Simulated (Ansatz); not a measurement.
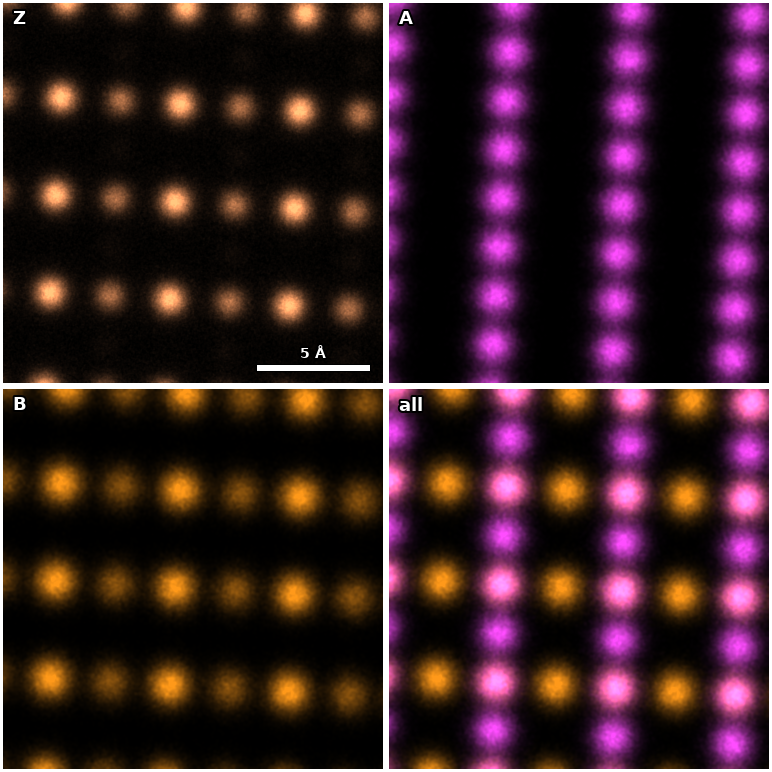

Cs3Mg2 (Pm-3m, No. 221) along [211]. Panel Z: Simulated incoherent Z contrast: every atom adds Z^1.7 spread by a probe of 1.04 Å full width; channelling and multiple scattering are left out. The probe carries 25 % of its weight in a tail 2.5 times as wide. Shot noise was added. The other panels are simulated element maps (the number of atoms of one element along the beam, blurred by 1.4 Å, with counting noise; each on its own scale, no channelling); the last overlays them. Atomic positions: the geometry relaxed with Ansatz 0.2.0, DFT PBE, scalar-relativistic, plane waves, PAW; the starting structure was generated, so it need not be a known form of this composition.

Space group Pm-3m (No. 221). a = 7.582 Å, b = 7.582 Å, c = 7.582 Å, α = 90.00°, β = 90.00°, γ = 90.00°
```json
{"atom": "Cs", "site": "3c", "symmetry": "4/mm.m", "x": "0.0000", "y": "0.5000", "z": "0.5000"}
{"atom": "Mg", "site": "1a", "symmetry": "m-3m", "x": "0.0000", "y": "0.0000", "z": "0.0000"}
{"atom": "Mg", "site": "1b", "symmetry": "m-3m", "x": "0.5000", "y": "0.5000", "z": "0.5000"}
```

Which element does each lettered map show?

Answer. A: Mg, B: Cs. The projected cell (4.38 × 5.36 Å, 90°) holds 3 columns: 1 of Cs + Mg, 1 of Cs and 1 of Mg. Columns shared by several elements: Cs + Mg.
